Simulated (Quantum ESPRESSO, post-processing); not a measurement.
# Al(100), stepped through the number of layers, part 2 of 2

What law, if any, do the results for Al(100) follow against the number of layers?

Quantum ESPRESSO 7.5; plane-wave DFT, PBE, GBRV ultrasoft pseudopotentials.

So far. Step 8 (Relaxing the ions, 12 layers):  On the free atoms the largest force ends at 0.024 eV/Å. Step 9 (SCF with pw.x, 12 layers): Inside the slab this potential holds the local part of the pseudopotentials, which can be repulsive at the nuclei; only its value in the vacuum has a meaning of its own.

### Step 10. Relaxation with pw.x, 14 layers

System of this step: Al(100), 14 layers. The cell holds 14 atoms: 14 Al. Cell: a = 2.856 Å, b = 2.856 Å, c = 42.216 Å, α = 90.0°, β = 90.0°, γ = 90.0°. It derives from Al. Vacuum lies along c.

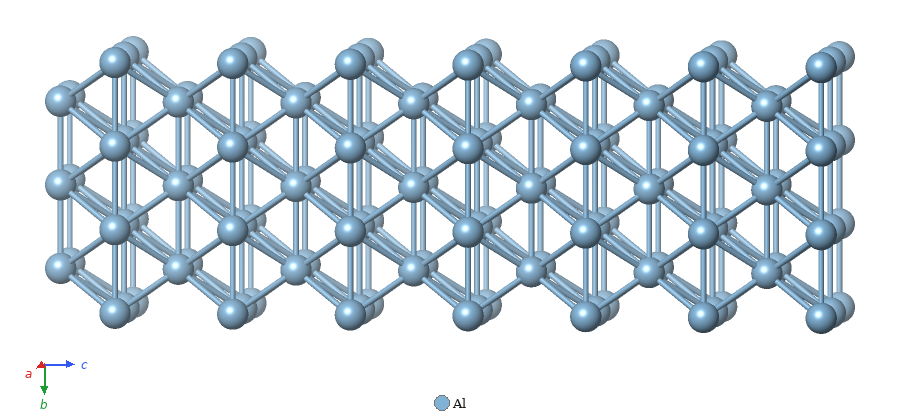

The cell of this step (aluminium light blue). 2×3×1 cells are drawn. Some periodic images of atoms are drawn too.

Contents of m7.relax.in:

```
&control
  prefix = 'm7.relax'
  outdir = './out'
  pseudo_dir = './pseudo'
  nstep = 40
  forc_conv_thr = 0.001
  calculation = 'relax'
/
&system
  ibrav = 0
  nat = 14
  ntyp = 1
  ecutwfc = 40
  ecutrho = 200
  occupations = 'smearing'
  smearing = 'mv'
  degauss = 0.02
/
&electrons
  conv_thr = 1e-08
  mixing_beta = 0.4
  electron_maxstep = 120
  mixing_mode = 'local-TF'
/
&ions
/
ATOMIC_SPECIES
  Al  26.9815  al_pbe_v1.uspp.F.UPF
CELL_PARAMETERS angstrom
  2.85639291368519 0.00000000000000 0.00000000000000
  0.00000000000000 2.85639291368519 0.00000000000000
  0.00000000000000 0.00000000000000 42.21578684823457
ATOMIC_POSITIONS crystal
  Al  0.500000000000 0.500000000000 0.189013585351
  Al  0.000000000000 0.000000000000 0.236857649144
  Al  0.500000000000 0.500000000000 0.284701712936 0 0 0
  Al  0.000000000000 0.000000000000 0.332545776728 0 0 0
  Al  0.500000000000 0.500000000000 0.380389840520 0 0 0
  Al  0.000000000000 0.000000000000 0.428233904312 0 0 0
  Al  0.500000000000 0.500000000000 0.476077968104 0 0 0
  Al  0.000000000000 0.000000000000 0.523922031896 0 0 0
  Al  0.500000000000 0.500000000000 0.571766095688 0 0 0
  Al  0.000000000000 0.000000000000 0.619610159480 0 0 0
  Al  0.500000000000 0.500000000000 0.667454223272 0 0 0
  Al  0.000000000000 0.000000000000 0.715298287064 0 0 0
  Al  0.500000000000 0.500000000000 0.763142350856
  Al  0.000000000000 0.000000000000 0.810986414649
K_POINTS automatic
  12 12 1 0 0 0
```

The run is started by

```sh
> OMP_NUM_THREADS=1 mpirun -n 4 pw.x -nk 4 -in m7.relax.in > m7.relax.out
```

It took 6.5 min on 4 MPI ranks of Arm Neoverse V1, shared host; peak memory 0.7 GiB; 26 min of CPU time.

The steps of the relaxation:

```tsv
step	energy less that of the first step (eV)	largest force (eV/Å)
1	0.0000	0.0896
2	-0.0005	0.0770
3	-0.0009	0.0630
4	-0.0015	0.0420
5	-0.0019	0.0169
```

The atoms that moved most (Å):

```tsv
atom	dx	dy	dz	length
Al2	0.000	0.000	0.011	0.011
Al13	0.000	0.000	-0.011	0.011
Al14	0.000	0.000	0.009	0.009
Al1	0.000	0.000	-0.009	0.009
```

Final coordinates:

```cif
data_structure
_symmetry_space_group_name_H-M 'P 1'
_symmetry_Int_Tables_number 1
_cell_length_a 2.8564
_cell_length_b 2.8564
_cell_length_c 42.2158
_cell_angle_alpha 90.000
_cell_angle_beta 90.000
_cell_angle_gamma 90.000
_cell_volume 344.44
loop_
_atom_site_label
_atom_site_type_symbol
_atom_site_fract_x
_atom_site_fract_y
_atom_site_fract_z
_atom_site_occupancy
Al1 Al 0.50000 0.50000 0.18880 1
Al2 Al 0.00000 0.00000 0.23713 1
Al3 Al 0.50000 0.50000 0.28470 1
Al4 Al 0.00000 0.00000 0.33255 1
Al5 Al 0.50000 0.50000 0.38039 1
Al6 Al 0.00000 0.00000 0.42823 1
Al7 Al 0.50000 0.50000 0.47608 1
Al8 Al 0.00000 0.00000 0.52392 1
Al9 Al 0.50000 0.50000 0.57177 1
Al10 Al 0.00000 0.00000 0.61961 1
Al11 Al 0.50000 0.50000 0.66745 1
Al12 Al 0.00000 0.00000 0.71530 1
Al13 Al 0.50000 0.50000 0.76287 1
Al14 Al 0.00000 0.00000 0.81120 1
```

 On the free atoms the largest force ends at 0.017 eV/Å.

This step gave:

```
free energy  : -1276.7422 eV
Fermi energy : 3.926 eV
```

### Step 11. Self-consistent run, 14 layers

Contents of m7.esm.in:

```
&control
  prefix = 'm7.esm'
  outdir = './out'
  pseudo_dir = './pseudo'
  calculation = 'scf'
  tprnfor = .true.
/
&system
  ibrav = 0
  nat = 14
  ntyp = 1
  ecutwfc = 40
  ecutrho = 200
  occupations = 'smearing'
  smearing = 'mv'
  degauss = 0.02
  assume_isolated = 'esm'
  esm_bc = 'bc1'
/
&electrons
  conv_thr = 1e-08
  mixing_beta = 0.25
  electron_maxstep = 160
  mixing_mode = 'local-TF'
  mixing_ndim = 12
/
ATOMIC_SPECIES
  Al  26.9815  al_pbe_v1.uspp.F.UPF
CELL_PARAMETERS angstrom
  2.85639291368519 0.00000000000000 0.00000000000000
  0.00000000000000 2.85639291368519 0.00000000000000
  0.00000000000000 0.00000000000000 42.21578684823457
ATOMIC_POSITIONS crystal
  Al  0.500000000000 0.500000000000 -0.311202336300
  Al  0.000000000000 0.000000000000 -0.262870451000
  Al  0.500000000000 0.500000000000 -0.215298287100
  Al  0.000000000000 0.000000000000 -0.167454223300
  Al  0.500000000000 0.500000000000 -0.119610159500
  Al  0.000000000000 0.000000000000 -0.071766095700
  Al  0.500000000000 0.500000000000 -0.023922031900
  Al  0.000000000000 0.000000000000 0.023922031900
  Al  0.500000000000 0.500000000000 0.071766095700
  Al  0.000000000000 0.000000000000 0.119610159500
  Al  0.500000000000 0.500000000000 0.167454223300
  Al  0.000000000000 0.000000000000 0.215298287100
  Al  0.500000000000 0.500000000000 0.262870451000
  Al  0.000000000000 0.000000000000 0.311202336300
K_POINTS automatic
  12 12 1 0 0 0
```

The run is started by

```sh
> OMP_NUM_THREADS=1 mpirun -n 4 pw.x -nk 4 -in m7.esm.in > m7.esm.out
```

Wall time 12 min (4 MPI ranks); peak memory 0.72 GiB.

Read from the output:

```
Fermi energy                                                   : -4.261 eV
vacuum line at the lower end of the cell, over the Fermi level : 4.261 eV
vacuum line at the upper end of the cell, over the Fermi level : 4.261 eV
```

Inside the slab this potential holds the local part of the pseudopotentials, which can be repulsive at the nuclei; only its value in the vacuum has a meaning of its own.

### Step 12. The series side by side

The series in one table:

```tsv
the number of layers	energy (eV)	work function (eV)
4 layers	-364.1040	4.281
5 layers	-455.3516	4.303
6 layers	-546.6416	4.26
7 layers	-637.9236	4.26
8 layers	-729.1619	4.299
10 layers	-911.6539	4.298
12 layers	-1094.2096	4.291
14 layers	-1276.7422	4.261
```

### Step 13. Worked from the printed numbers

γ = intercept/(2A) = 0.9431 eV / (2 × 8.159 Å²) × 16.02 = 0.93 J/m².

### Step 14. Summary of results

```
surface energy from the intercept : 0.93 J/m²
work function at 14 layers        : 4.26 eV
```

**Reading.** The series holds 8 members; surface energy from the intercept: 0.93 J/m²; work function at 14 layers: 4.26 eV (PBE, GBRV ultrasoft). A line through the energies of all but the thinnest slab has a slope of -91.2627 eV a layer and leaves residuals that spread over 58 meV, worth 0.06 J/m². The bulk run gives -91.2657 eV a layer, -3.0 meV from that slope; used for the thickest slab it would give 0.96 J/m². The work function spans 4.26 to 4.30 eV and over the last three members 0.04 eV. Unreconstructed faces. One mesh, so part of the swing with thickness is sampling.

Calculation against experiment:

| quantity | measured | PBE, 14 layers |
| --- | --- | --- |
| work function (clean (100) face) (eV) | 4.32 | 4.26 (-0.06 eV) |

Measured values from arxiv:1702.08515 (2017).

**Verdict.** The work function is off by -0.06 eV: good agreement. The grades are ours: good and fair within 3 and 7 % for the work function. Other measurements of the same face can differ from the value quoted by 0.1 to 0.2 eV.

[Logs are printed without paths, hosts, clocks, repeated set-up lines and the standing remarks that a program may print on its own settings, such as how far it seeks lower states.]

[Hosts, paths, dates, database ids (printed as entryN), source tags and the programs' standing remarks are cut or masked in the printed files.]

[Maps of the electrostatic potential energy from Ansatz leave out the sawtooth potential of an applied field or a dipole correction, so their vacuum need not be flat; planar profiles and work functions include it.]
